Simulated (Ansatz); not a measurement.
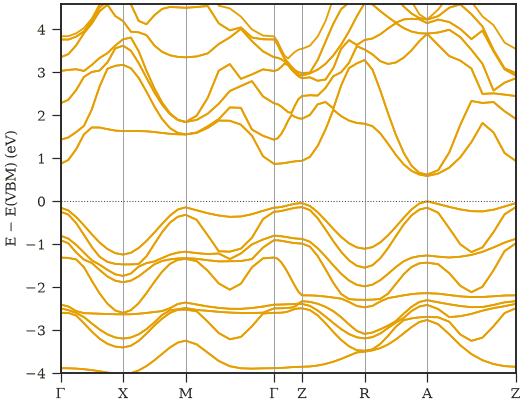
*Band structure from r²SCAN with spin–orbit coupling (plane waves, PAW; program Ansatz)*

**Question.** Read off the gap and where the band edges lie.

**Answer.** About 0.6 eV (0.59 eV by a search for the band edges); maximum at A, minimum at A.

The material is Ba$_{3}$ZnN$_{2}$O in space group P4/mmm (No. 123; Pearson symbol tP7).

The workflow started from a Materials Project entry (that database holds measured and hypothetical structures alike); the Crystallography Open Database copy checked does not list it. Whether it is the stable phase at ambient conditions was not checked. Symmetry was held in the r²SCAN relaxation; whether a distortion lowers the energy is not shown.

Potentials: the later of the program's two PAW sets.
